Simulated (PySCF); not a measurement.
# GaGeH4Cl (SMILES [Cl][GaH][GeH3]) at 6 levels

We compute a comparison of 6 runs (HF/STO-3G, HF/3-21G, B3LYP/6-31G*, B2PLYP/cc-pVDZ, PBE0/cc-pVTZ) of GaGeH4Cl. The job is set up through a Python script.

Program for the calculation: PySCF 2.14.0.

## (1) The molecule

GaGeH4Cl has 7 atoms, charge 0, and is taken as a singlet. SMILES: `[Cl][GaH][GeH3]`. The coordinates come from a PBE0-D4/def2-TZVP relaxation.

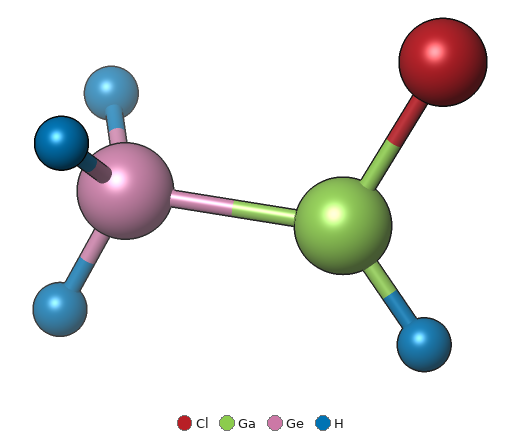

The structure, seen from a chosen angle (chlorine red, gallium green, germanium pink, hydrogen blue).

## (2) Energy and forces at HF/STO-3G (run 1)

Contents of geometry.xyz:

```xyz
7
ClGaGeH4
Cl    -2.162200    -1.405900     1.317700
Ga    -0.748000    -1.089000    -0.282200
Ge     0.706800     0.837800     0.037200
H     -0.853600    -2.142500    -1.433500
H     -0.140700     2.118900     0.102100
H      1.471200     0.697200     1.363300
H      1.726500     0.983600    -1.104600
```

Contents of calc.py:

```python
# [Cl][GaH][GeH3]
import pyscf.grad
from pyscf import gto

mol = gto.M(
    atom='geometry.xyz',
    basis='sto-3g',
    max_memory=1860,
    verbose=4,
)

calc0 = mol.RHF()
calc0.conv_tol = 1e-10
calc0.kernel()
if not calc0.converged:
    calc0 = calc0.newton().run(calc0.mo_coeff, calc0.mo_occ)

e_tot = calc0.e_tot
print(f'total energy: {e_tot:.8f} hartree')
grad = calc0.Gradients().kernel()
calc0.analyze()
```

The run is started by

```
$ OMP_NUM_THREADS=1 python calc.py
```

The log of the run:

```text
PySCF version 2.14.0

[... 70 lines left out ...]
total energy: -4409.62917673 hartree
[... 18 lines left out ...]
Two-electron Coulomb Energy =         2446.995211593338354
[... 6 lines left out ...]
MO #4   energy= -50.3964942911077  occ= 2
[... 4 lines left out ...]
MO #9   energy= -41.9040053274972  occ= 2
[... 4 lines left out ...]
MO #14  energy= -7.74904892941981  occ= 2
[... 4 lines left out ...]
MO #19  energy= -4.5198794342967   occ= 2
[... 4 lines left out ...]
MO #24  energy= -0.971065605534749 occ= 2
[... 4 lines left out ...]
MO #29  energy= -0.657489033428635 occ= 2
[... 4 lines left out ...]
MO #34  energy= -0.412754363690921 occ= 2
[... 4 lines left out ...]
MO #39  energy= -0.339572230961013 occ= 2
[... 4 lines left out ...]
MO #44  energy= 0.3043806737819    occ= 0
[... 4 lines left out ...]
MO #49  energy= 0.611478679913614  occ= 0
[... 20 lines left out ...]
pop of  1 Ga 3pz          1.99884
pop of  1 Ga 4px          0.46783
pop of  1 Ga 4py          0.65483
pop of  1 Ga 4pz          0.60650
pop of  1 Ga 3dxy         1.95212
pop of  1 Ga 3dyz         1.93715
pop of  1 Ga 3dz^2        1.97948
pop of  1 Ga 3dxz         1.94318
pop of  1 Ga 3dx2-y2      1.97443
pop of  2 Ge 1s           2.00000
pop of  2 Ge 2s           1.99993
pop of  2 Ge 3s           1.99994
pop of  2 Ge 4s           1.13876
pop of  2 Ge 2px          1.99999
pop of  2 Ge 2py          1.99999
pop of  2 Ge 2pz          1.99999
pop of  2 Ge 3px          1.99880
pop of  2 Ge 3py          1.99878
pop of  2 Ge 3pz          1.99885
pop of  2 Ge 4px          0.85234
pop of  2 Ge 4py          0.85727
pop of  2 Ge 4pz          0.84636
pop of  2 Ge 3dxy         1.98314
pop of  2 Ge 3dyz         1.99867
pop of  2 Ge 3dz^2        1.98594
pop of  2 Ge 3dxz         1.97878
pop of  2 Ge 3dx2-y2      1.99323
pop of  3 H 1s            1.07417
pop of  4 H 1s            1.10001
pop of  5 H 1s            1.09993
pop of  6 H 1s            1.10425
 ** Mulliken atomic charges  **
charge of    0Cl =     -0.27580
charge of    1Ga =      0.28491
charge of    2Ge =      0.36924
charge of    3H =     -0.07417
charge of    4H =     -0.10001
charge of    5H =     -0.09993
charge of    6H =     -0.10425
Dipole moment(X, Y, Z, Debye):  1.93428,  0.64578, -1.92208
```

Wall time 6 s (1 thread of Intel Xeon at 2.70GHz, shared host); peak memory 0.12 GiB.

## (3) Energy and forces at HF/3-21G (run 2)

geometry.xyz is that of step 2.

Contents of job.py:

```python
# [Cl][GaH][GeH3]
import pyscf.grad
from pyscf import gto

molecule = gto.M(
    atom='geometry.xyz',
    max_memory=1860,
    verbose=4,
    basis='3-21g',
)

mf = molecule.RHF()
mf.conv_tol = 1e-10
mf.kernel()
if not mf.converged:
    mf = mf.newton().run(mf.mo_coeff, mf.mo_occ)

e_final = mf.e_tot
print('E(%s) = %.9f' % ('HF', e_final))
grad = mf.Gradients().kernel()
mf.analyze()
```

The run is started by

```
$ OMP_NUM_THREADS=1 python job.py
```

The log of the run:

```text
PySCF version 2.14.0

[... 75 lines left out ...]
Total Energy =                       -4438.829991467189757
[... 8 lines left out ...]
MO #2   energy= -376.461104737472  occ= 2
[... 6 lines left out ...]
MO #9   energy= -42.252640830673   occ= 2
[... 6 lines left out ...]
MO #16  energy= -7.14396300948372  occ= 2
[... 6 lines left out ...]
MO #23  energy= -4.45991510370325  occ= 2
[... 6 lines left out ...]
MO #30  energy= -1.1468871832632   occ= 2
[... 6 lines left out ...]
MO #37  energy= -0.491132546848007 occ= 2
[... 6 lines left out ...]
MO #44  energy= 0.101130771841496  occ= 0
[... 6 lines left out ...]
MO #51  energy= 0.294654712650137  occ= 0
[... 6 lines left out ...]
MO #58  energy= 0.813290914285374  occ= 0
[... 6 lines left out ...]
MO #65  energy= 1.39256472183516   occ= 0
[... 36 lines left out ...]
pop of  1 Ga 3dx2-y2      1.99688
pop of  2 Ge 1s           2.00000
pop of  2 Ge 2s           1.99997
pop of  2 Ge 3s           1.99979
pop of  2 Ge 4s           1.08177
pop of  2 Ge 5s           0.00166
pop of  2 Ge 2px          1.99998
pop of  2 Ge 2py          1.99998
pop of  2 Ge 2pz          1.99999
pop of  2 Ge 3px          1.99989
pop of  2 Ge 3py          1.99989
pop of  2 Ge 3pz          1.99989
pop of  2 Ge 4px          0.88990
pop of  2 Ge 4py          0.93110
pop of  2 Ge 4pz          0.85734
pop of  2 Ge 5px          0.00772
pop of  2 Ge 5py          0.00635
pop of  2 Ge 5pz          0.00829
pop of  2 Ge 3dxy         1.99588
pop of  2 Ge 3dyz         1.99950
pop of  2 Ge 3dz^2        1.99638
pop of  2 Ge 3dxz         1.99482
pop of  2 Ge 3dx2-y2      1.99859
pop of  3 H 1s            1.10512
pop of  3 H 2s            0.00100
pop of  4 H 1s            1.08156
pop of  4 H 2s            0.00109
pop of  5 H 1s            1.08112
pop of  5 H 2s            0.00109
pop of  6 H 1s            1.08993
pop of  6 H 2s            0.00121
 ** Mulliken atomic charges  **
charge of    0Cl =     -0.37054
charge of    1Ga =      0.50134
charge of    2Ge =      0.23133
charge of    3H =     -0.10612
charge of    4H =     -0.08265
charge of    5H =     -0.08221
charge of    6H =     -0.09114
Dipole moment(X, Y, Z, Debye):  2.14364,  0.57012, -2.30701
```

Wall time 7.2 s (1 thread of Intel Xeon at 2.70GHz, shared host); peak memory 0.14 GiB.

## (4) Energy and forces at B3LYP/6-31G(d) (spherical functions) (run 3)

Contents of input.xyz:

```xyz
7

Cl    -2.162200    -1.405900     1.317700
Ga    -0.748000    -1.089000    -0.282200
Ge     0.706800     0.837800     0.037200
H     -0.853600    -2.142500    -1.433500
H     -0.140700     2.118900     0.102100
H      1.471200     0.697200     1.363300
H      1.726500     0.983600    -1.104600
```

Contents of input.py:

```python
from pyscf import gto, dft

mol = gto.Mole()
mol.atom = 'input.xyz'
mol.verbose = 3
mol.max_memory = 1860
mol.basis = '6-31g*'
mol.build()

mf = dft.RKS(mol)
mf.xc = 'b3lyp'
mf.grids.level = 5
mf.conv_tol = 1e-10
mf.kernel()
if not mf.converged:
    mf = mf.newton().run(mf.mo_coeff, mf.mo_occ)

etot = mf.e_tot
print(f'total energy: {etot:.8f} hartree')
grad = mf.nuc_grad_method().kernel()
mf.analyze()
```

The run is started by

```
$ OMP_NUM_THREADS=1 python input.py
```

The log of the run:

```text
converged SCF energy = -4464.0369689412
[... 13 lines left out ...]
MO #2   energy= -372.5932438515    occ= 2
[... 7 lines left out ...]
MO #10  energy= -40.7404921425318  occ= 2
[... 7 lines left out ...]
MO #18  energy= -4.41552494681153  occ= 2
[... 7 lines left out ...]
MO #26  energy= -1.21823720907807  occ= 2
[... 7 lines left out ...]
MO #34  energy= -0.790131875323288 occ= 2
[... 7 lines left out ...]
MO #42  energy= -0.277122476276222 occ= 2
[... 7 lines left out ...]
MO #50  energy= 0.119789790505649  occ= 0
[... 7 lines left out ...]
MO #58  energy= 0.335132538905391  occ= 0
[... 7 lines left out ...]
MO #66  energy= 0.582548159502011  occ= 0
[... 7 lines left out ...]
MO #74  energy= 0.948848322889918  occ= 0
[... 7 lines left out ...]
MO #82  energy= 2.84364383441226   occ= 0
[... 7 lines left out ...]
MO #90  energy= 3.46476244607422   occ= 0
[... 8 lines left out ...]
Dipole moment(X, Y, Z, Debye):  1.55211,  0.59815, -1.44213
```

Run time: 51 s. Hardware: 1 thread of Intel Xeon at 2.70GHz, shared host; peak memory 0.88 GiB.

Runs 4 to 5 aren't shown in full; the table further down has their settings and results.

## (5) Energy and gradient at PBE0/cc-pVTZ (run 6)

Contents of calc.py:

```python
from pyscf import gto, dft

system = gto.Mole()
system.atom = '''
Cl  -2.162200  -1.405900   1.317700
Ga  -0.748000  -1.089000  -0.282200
Ge   0.706800   0.837800   0.037200
H   -0.853600  -2.142500  -1.433500
H   -0.140700   2.118900   0.102100
H    1.471200   0.697200   1.363300
H    1.726500   0.983600  -1.104600
'''
system.max_memory = 1860
system.verbose = 3
system.spin = 0
system.basis = 'cc-pvtz'
system.build()

ks = dft.RKS(system, xc='pbe0')
ks.grids.level = 5
ks.conv_tol = 1e-10
ks.kernel()
if not ks.converged:
    ks = ks.newton().run(ks.mo_coeff, ks.mo_occ)

energy = ks.e_tot
print('E(%s) = %.9f' % ('PBE0', energy))
grad = ks.nuc_grad_method().kernel()
ks.analyze()
```

The run is started by

```
$ OMP_NUM_THREADS=1 python calc.py
```

The log of the run:

```text
converged SCF energy = -4463.9392650908
[... 22 lines left out ...]
MO #11  energy= -40.8020163778311  occ= 2
[... 14 lines left out ...]
MO #26  energy= -1.24032309256254  occ= 2
[... 14 lines left out ...]
MO #41  energy= -0.335358689776427 occ= 2
[... 14 lines left out ...]
MO #56  energy= 0.191797950357943  occ= 0
[... 14 lines left out ...]
MO #71  energy= 0.486766143054871  occ= 0
[... 14 lines left out ...]
MO #86  energy= 0.869411514988678  occ= 0
[... 14 lines left out ...]
MO #101 energy= 1.19062704683307   occ= 0
[... 14 lines left out ...]
MO #116 energy= 1.58385719518146   occ= 0
[... 14 lines left out ...]
MO #131 energy= 2.20349625000769   occ= 0
[... 14 lines left out ...]
MO #146 energy= 3.28376148904542   occ= 0
[... 14 lines left out ...]
MO #161 energy= 3.83675339983964   occ= 0
[... 14 lines left out ...]
MO #176 energy= 4.98495882525778   occ= 0
[... 8 lines left out ...]
Dipole moment(X, Y, Z, Debye):  1.41799,  0.49054, -1.38336
```

Run time: 3.5 min. Hardware: 1 thread of Intel Xeon at 2.70GHz, shared host; peak memory 2.4 GiB.

## (6) The series

```tsv
run	level	integration grid	task	energy (Eh)	dipole moment (D)	HOMO energy (eV)	LUMO energy (eV)	wall time
1	HF/STO-3G	–	gradient	-4409.629177	2.80	-8.01	3.84	6 s
2	HF/3-21G	–	gradient	-4438.829991	3.20	-10.39	0.52	7.2 s
3	B3LYP/6-31G* (spherical functions)	5	gradient	-4464.036969	2.20	-7.54	-2.23	51 s
4	B2PLYP/cc-pVDZ	5	energy	-4463.472029	2.16	-8.68	-0.98	29 s
5	B3LYP/6-31G* (Cartesian functions)	5	gradient	-4464.049979	2.20	-7.54	-2.22	60 s
6	PBE0/cc-pVTZ	5	gradient	-4463.939265	2.04	-7.81	-2.07	3.5 min
```

## (7) Results

| quantity | value |
| --- | --- |
| run 6: total energy | -4463.93927 Eh |
| run 6: dipole moment | 2.04 D |
| run 6: HOMO energy | -7.81 eV |
| run 6: LUMO energy | -2.07 eV |
| run 6: HOMO–LUMO gap | 5.75 eV |
| run 6: largest force on an atom | 0.070 eV/Å |

The dipole moment (its size) runs from 2.04 D (PBE0/cc-pVTZ) to 3.20 D (HF/3-21G). The two ends differ in method and basis. The HOMO–LUMO gap runs from 5.31 eV (B3LYP/6-31G*) to 11.85 eV (HF/STO-3G). Totals of different functionals can't be ranked against each other. In run 1 the basis is minimal, so the values are rough. All runs together took 6.1 min, the longest 3.5 min.
